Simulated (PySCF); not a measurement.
# C₈H₇N: magnetic properties

Wanted: magnetic properties for C₈H₇N (`c1ccc2[nH]ccc2c1`).

Computed with PySCF 2.14.0 and routines of our own; the level stands in each step. Atoms count from 0.

## 1. The starting structure

16 atoms, charge 0, multiplicity 1; geometry from: GFN2-xTB.

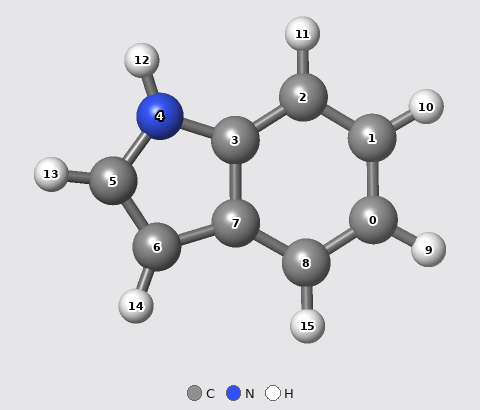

The starting geometry (carbon grey, nitrogen blue, hydrogen white).

## 2. Magnetic properties: GIAO B3LYP/aug-pcSseg-1

What the job is given:

```
{"job": {"kind": "mag", "xc": "B3LYP", "basis": "aug-pcSseg-1", "isotopologues": 0}, "charge": 0, "multiplicity": 1}
C      2.159010    -0.346544    -0.031621
C      1.917976     1.023145    -0.173627
C      0.635427     1.527417    -0.186411
C     -0.411458     0.624058    -0.054438
N     -1.761659     0.824384    -0.032899
C     -2.388283    -0.382665     0.116548
C     -1.464609    -1.377921     0.194589
C     -0.183337    -0.766566     0.088736
C      1.126263    -1.246778     0.099643
H      3.180259    -0.699084    -0.025884
H      2.756793     1.696170    -0.275063
H      0.449777     2.586250    -0.295868
H     -2.221559     1.714953    -0.113098
H     -3.459611    -0.439569     0.156063
H     -1.662046    -2.424590     0.312720
H      1.319459    -2.303718     0.209200
```

With the program's defaults for keys left out, this is: GIAO B3LYP/aug-pcSseg-1 magnetisability, rotational g tensor and spin-rotation constants, non-relativistic, gas phase.

Launch:

```sh
$ OMP_NUM_THREADS=1 python excited_run.py task.json out
```

One launch serves the whole session: the jobs run in the order shown.

The log of the run:

```text
coarse grid: 14096 points
cycle   1  E = -363.6505328956  dE =  1.862e+00  |g| = 5.037e-01  |ddm| = 2.388e+01
cycle   2  E = -363.5833764919  dE =  6.716e-02  |g| = 7.056e-01  |ddm| = 8.689e+00
cycle   3  E = -363.7181892797  dE = -1.348e-01  |g| = 1.645e-01  |ddm| = 4.238e+00
cycle   4  E = -363.7246491468  dE = -6.460e-03  |g| = 4.302e-02  |ddm| = 5.906e-01
cycle   5  E = -363.7250678753  dE = -4.187e-04  |g| = 1.457e-02  |ddm| = 3.122e-01
cycle   6  E = -363.7251164531  dE = -4.858e-05  |g| = 5.285e-03  |ddm| = 7.582e-02
cycle   7  E = -363.7251235463  dE = -7.093e-06  |g| = 1.078e-03  |ddm| = 2.335e-02
final grid: 138264 points
cycle   8  E = -363.7950907694  dE = -4.894e-05  |g| = 6.439e-03  |ddm| = 1.190e+00
cycle   9  E = -363.7950845452  dE =  6.224e-06  |g| = 8.284e-03  |ddm| = 9.469e-02
cycle  10  E = -363.7951011639  dE = -1.662e-05  |g| = 1.232e-03  |ddm| = 4.670e-02
cycle  11  E = -363.7951015146  dE = -3.507e-07  |g| = 3.081e-04  |ddm| = 6.060e-03
cycle  12  E = -363.7951015352  dE = -2.057e-08  |g| = 1.323e-04  |ddm| = 2.587e-03
cycle  13  E = -363.7951015397  dE = -4.535e-09  |g| = 3.281e-05  |ddm| = 6.593e-04
cycle  14  E = -363.7951015399  dE = -2.350e-10  |g| = 1.407e-05  |ddm| = 1.892e-04
converged SCF energy = -363.7951015399

Magnetisability tensor (1e-30 J/T^2)
     -907.84      -28.97      -47.55
      -28.97     -848.10     -177.50
      -47.55     -177.50    -2473.92
isotropic -1409.95   principal values   -2494.67   -912.92   -822.26
isotropic susceptibility -84.909 1e-6 cm^3/mol

Inertial axes            a          b          c
rot. const./GHz      3.9283     1.6639     1.1688
chi total           -54.897    -49.599   -150.233
chi diamagnetic    -415.447   -820.639  -1133.036
chi paramagnetic    360.550    771.041    982.803
quadrupole/D A        5.369      7.155    -12.524
g nuclear            0.5979     0.5692     0.5777
g electronic        -0.6654    -0.6027    -0.5397
g total             -0.0675    -0.0336     0.0381

Spin-rotation constants (kHz, H = +C I.J)
atom  isotope        aa         bb         cc
  4    14N        0.379      0.203      0.072
  9     1H        0.262     -0.098     -0.111
 10     1H        0.232     -0.085     -0.112
 11     1H       -0.406      0.182     -0.112
 12     1H       -0.332      0.117     -0.116
 13     1H        0.417     -0.177     -0.117
 14     1H       -0.303      0.133     -0.123
 15     1H       -0.406      0.195     -0.108
  0    13C*       1.769      0.628      0.131
  1    13C*       1.769      0.640      0.132
  2    13C*       1.306      0.734      0.136
  3    13C*       1.806      0.685      0.174
  5    13C*       1.735      0.559      0.195
  6    13C*       1.360      0.625      0.164
  7    13C*       1.716      0.733      0.137
  8    13C*       1.379      0.787      0.139
* in the singly substituted isotopologue
```

Wall time 66 s (1 thread of Arm Neoverse V2, shared host); peak memory 1.2 GiB.

Key values:

```tsv
quantity	value
magnetisability	-1410·10⁻³⁰ J/T²
molar susceptibility	-84.9·10⁻⁶ cm³/mol
rotational g (a, b, c)	-0.0675, -0.0336, 0.0381
```

The fields below are evaluated on a grid from the run's orbitals.

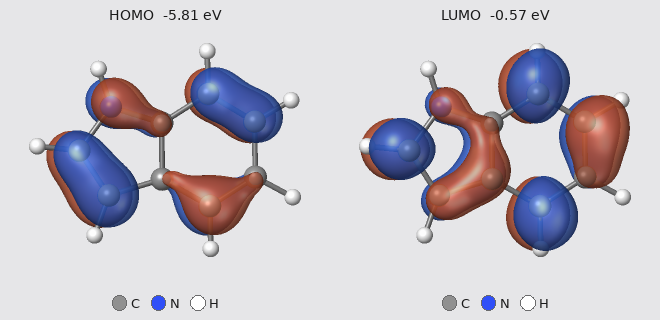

B3LYP/aug-pcSseg-1 orbitals near the gap, drawn at the value that encloses 70 % of each; the two colours are the two signs.

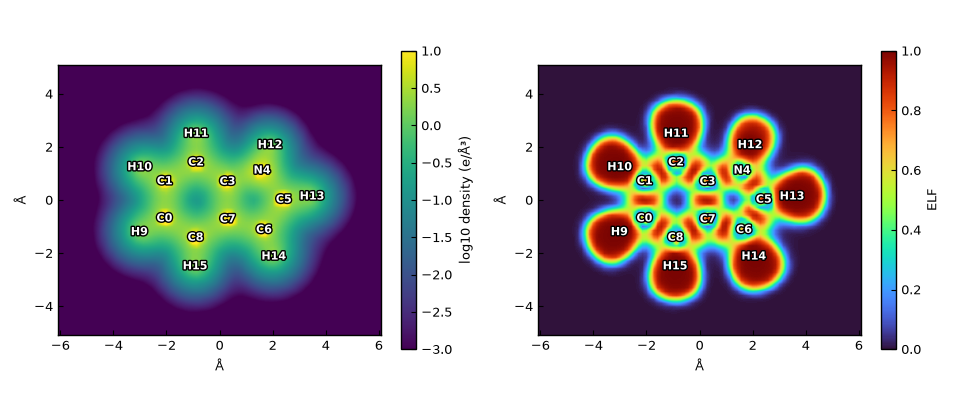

Density (left) and ELF (right) in a plane through or near 16 of the atoms.

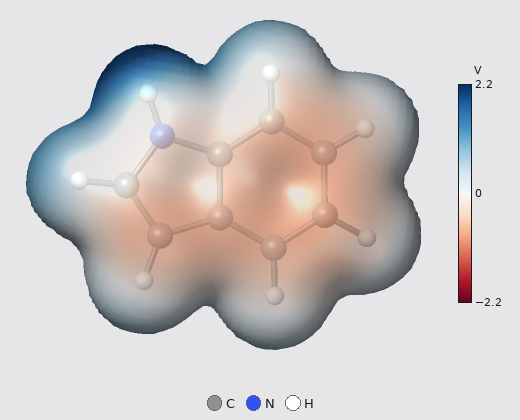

The potential that a unit positive charge feels on the 0.002 e/bohr³ surface, from -0.85 V near C0 to 2.20 V near H12.

## 3. Magnetic properties: GIAO CAM-B3LYP/ANO-RCC-VDZP

Settings changed since step 2:

```diff
@@ -1,2 +1,2 @@
-{"job": {"kind": "mag", "xc": "B3LYP", "basis": "aug-pcSseg-1", "isotopologues": 0}, "charge": 0, "multiplicity": 1}
+{"job": {"kind": "mag", "xc": "CAM-B3LYP", "basis": "ANO-RCC-VDZP"}, "charge": 0, "multiplicity": 1}
 C      2.159010    -0.346544    -0.031621
```

Level: GIAO CAM-B3LYP/ANO-RCC-VDZP magnetisability, rotational g tensor and spin-rotation constants, non-relativistic, gas phase.

The log of the run:

```text
coarse grid: 14096 points
cycle   1  E = -363.6656843342  dE =  2.310e+00  |g| = 3.987e-01  |ddm| = 6.070e+00
cycle   2  E = -363.6766874730  dE = -1.100e-02  |g| = 3.881e-01  |ddm| = 8.244e-01
cycle   3  E = -363.7149472884  dE = -3.826e-02  |g| = 8.789e-02  |ddm| = 4.669e-01
cycle   4  E = -363.7165629597  dE = -1.616e-03  |g| = 3.765e-02  |ddm| = 1.118e-01
cycle   5  E = -363.7168966995  dE = -3.337e-04  |g| = 5.382e-03  |ddm| = 3.491e-02
cycle   6  E = -363.7169036544  dE = -6.955e-06  |g| = 2.252e-03  |ddm| = 7.431e-03
final grid: 138264 points
cycle   7  E = -363.7166856610  dE = -3.189e-05  |g| = 4.829e-03  |ddm| = 3.553e-02
cycle   8  E = -363.7166851197  dE =  5.413e-07  |g| = 5.304e-03  |ddm| = 8.897e-03
cycle   9  E = -363.7166918314  dE = -6.712e-06  |g| = 6.328e-04  |ddm| = 4.956e-03
cycle  10  E = -363.7166919304  dE = -9.901e-08  |g| = 2.583e-04  |ddm| = 9.265e-04
cycle  11  E = -363.7166919480  dE = -1.754e-08  |g| = 8.460e-05  |ddm| = 3.279e-04
cycle  12  E = -363.7166919501  dE = -2.178e-09  |g| = 2.567e-05  |ddm| = 1.151e-04
cycle  13  E = -363.7166919504  dE = -2.718e-10  |g| = 7.038e-06  |ddm| = 4.593e-05
converged SCF energy = -363.7166919504

Magnetisability tensor (1e-30 J/T^2)
     -900.47      -24.69      -50.19
      -24.69     -848.79     -184.17
      -50.19     -184.17    -2533.80
isotropic -1427.69   principal values   -2555.37   -903.70   -824.00
isotropic susceptibility -85.977 1e-6 cm^3/mol

Inertial axes            a          b          c
rot. const./GHz      3.9283     1.6639     1.1688
chi total           -54.376    -49.668   -153.888
chi diamagnetic    -413.058   -817.993  -1130.964
chi paramagnetic    358.682    768.325    977.077
quadrupole/D A        5.335      6.684    -12.019
g nuclear            0.5979     0.5692     0.5777
g electronic        -0.6619    -0.6006    -0.5365
g total             -0.0640    -0.0314     0.0412

Spin-rotation constants (kHz, H = +C I.J)
atom  isotope        aa         bb         cc
  4    14N        0.361      0.191      0.068
  9     1H        0.264     -0.093     -0.107
 10     1H        0.235     -0.080     -0.108
 11     1H       -0.395      0.182     -0.108
 12     1H       -0.322      0.111     -0.114
 13     1H        0.415     -0.171     -0.115
 14     1H       -0.290      0.133     -0.118
 15     1H       -0.395      0.196     -0.104
  0    13C*       1.681      0.600      0.115
  1    13C*       1.688      0.614      0.116
  2    13C*       1.243      0.696      0.117
  3    13C*       1.747      0.649      0.154
  5    13C*       1.657      0.532      0.177
  6    13C*       1.282      0.584      0.145
  7    13C*       1.651      0.694      0.118
  8    13C*       1.320      0.750      0.121
* in the singly substituted isotopologue
```

Wall time 78 s (1 thread of Arm Neoverse V2, shared host); peak memory 0.86 GiB.

From this job:

```tsv
quantity	value
magnetisability	-1428·10⁻³⁰ J/T²
molar susceptibility	-86.0·10⁻⁶ cm³/mol
rotational g (a, b, c)	-0.0640, -0.0314, 0.0412
```

## 4. Magnetic properties: B3LPY/cc-pVDZ

Settings changed since step 3:

```diff
@@ -1,2 +1,2 @@
-{"job": {"kind": "mag", "xc": "CAM-B3LYP", "basis": "ANO-RCC-VDZP"}, "charge": 0, "multiplicity": 1}
+{"job": {"kind": "mag", "xc": "B3LPY", "basis": "cc-pVDZ", "grid": 0, "scf": {"max_cycle": 50}}, "charge": 0, "multiplicity": 1}
 C      2.159010    -0.346544    -0.031621
```

Method: B3LPY/cc-pVDZ.

The log of the run:

```text
KeyError: "LibXCFunctional: name 'B3LPY' not found."
```

It took 0.04 s on 1 thread of Arm Neoverse V2, shared host.

Why it failed: No functional is called B3LPY: the name is misspelt. The remedy is to type the name correctly.

## 5. The levels compared

```tsv
level	ξ (10⁻³⁰ J/T²)	g(a)	g(b)	gap (eV)	functions	time
GIAO B3LYP/aug-pcSseg-1	-1410	-0.0675	-0.0336	5.24	297	66 s
GIAO CAM-B3LYP/ANO-RCC-VDZP	-1428	-0.0640	-0.0314	7.87	161	78 s
```

## 6. What came out

| quantity | value |
| --- | --- |
| magnetisability (step 2, GIAO B3LYP/aug-pcSseg-1) | -1410·10⁻³⁰ J/T² |
| molar susceptibility (step 2, GIAO B3LYP/aug-pcSseg-1) | -84.9·10⁻⁶ cm³/mol |
| rotational g (a, b, c) (step 2, GIAO B3LYP/aug-pcSseg-1) | -0.0675, -0.0336, 0.0381 |
| surface potential | -0.85 V near C0 to 2.20 V near H12 |
| magnetisability over the levels | -1428 to -1410·10⁻³⁰ J/T² |
| runs | 1 failed, 0 ended on unsound input |

What this shows: By nearest atom (B3LYP/aug-pcSseg-1), the HOMO sits on C6 20 %, C8 14 % and the LUMO on C8 17 %, C2 16 %. The magnetisability spreads by 1.3 % over 2 levels of like cost. Vibrational averaging and real surroundings are missing from these values.
